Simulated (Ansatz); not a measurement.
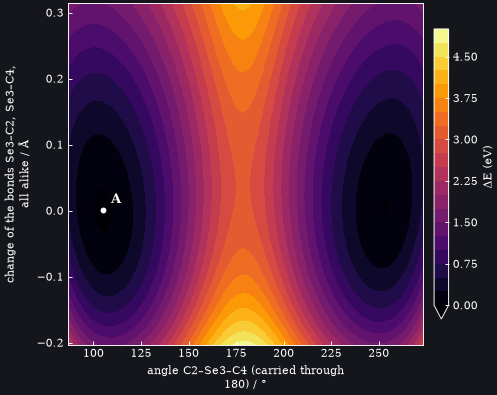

C2H4LiSe, SMILES [Li][CH+][Se]C, charge +1. First axis: angle C2–Se3–C4 (carried through 180). Second axis: change of the bonds Se3–C2, Se3–C4, all alike. Nothing is relaxed (all other coordinates rigid). The grid has 9 × 9 points. Points are written as (first, second). Energies: eV, counted from the lowest grid point. The calculation used RKS PBE0-D4/def2-TZVP in Ansatz 0.2.0.

Drawn: filled contours, the point A. Between grid points the surface is interpolated.

### What is the easiest way out of the well at A, and how high is the barrier?

The easiest path leads from the well at about (105°, 0.00 Å) to a well of about the same depth at about (250°, 0.01 Å). Its highest point lies about 3.1 eV above the bottom of the first well on the interpolated surface, at about (180°, 0.03 Å). The start is the relaxed structure and all else is held, so a fully relaxed path at this level can only be lower.

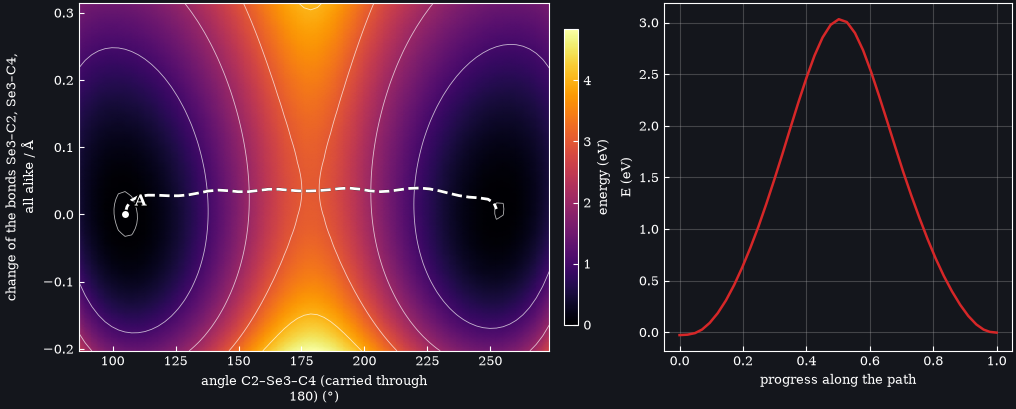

In the figure: a smooth colour map with a few white contour lines, a line along the lowest path, the energy along the path at the right. Between grid points the surface is interpolated.
